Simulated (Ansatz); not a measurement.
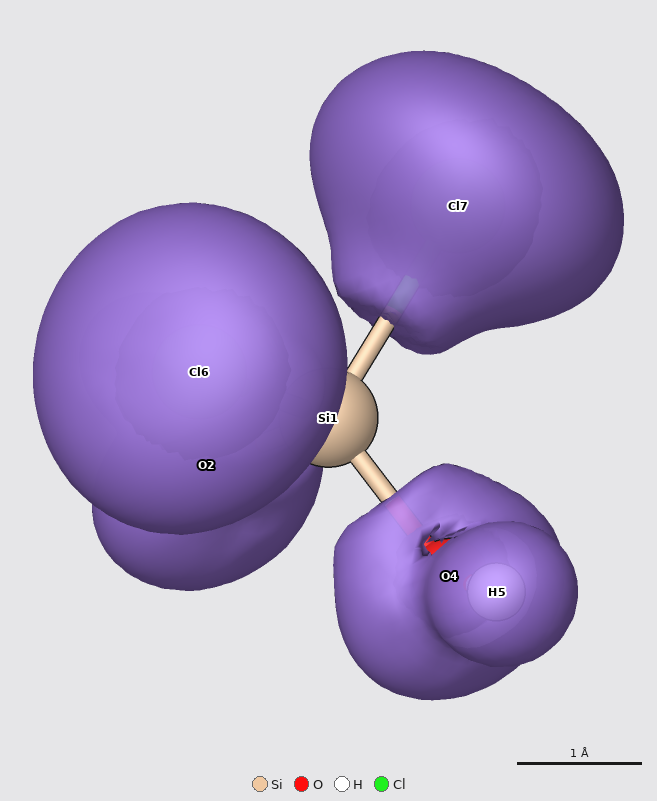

Figure. Cl$_{2}$H$_{2}$O$_{2}$Si (Si(OH)2Cl2). Isosurface of the ELF at 0.75 (purple), seen at an oblique angle. Core shells and regions of very low density are left out.

Geometry: r2SCAN-D4/def2-SVP.

All numbers below come from RKS PBE0-D4/def2-TZVP (Ansatz 0.2.0).

```yaml
atoms:
  - { symbol: Si, position_ang: [-0.0882, 0.0020, -0.0617] }
  - { symbol: O, position_ang: [-0.0331, 0.0557, 1.5704] }
  - { symbol: H, position_ang: [-0.8086, -0.2579, 2.0498] }
  - { symbol: O, position_ang: [1.4620, -0.0881, -0.5701] }
  - { symbol: H, position_ang: [1.6568, 0.2385, -1.4562] }
  - { symbol: Cl, position_ang: [-0.9869, 1.6725, -0.8663] }
  - { symbol: Cl, position_ang: [-1.2020, -1.6229, -0.6659] }
```

### Where are the electrons localised?

The surface consists of two regions on Cl in which the atom's valence shell and bonds are merged and two joined regions spread over several atoms (H, O), in which their bonds and any lone pairs are merged. Along the contacts the grid gives the following. Si–O (1.63 Å): the ELF peaks at about 0.85 between the atoms: a shared but strongly polarised pair. Si–Cl (2.06 Å): the ELF peaks at about 0.90 between the atoms (a polar covalent bond).
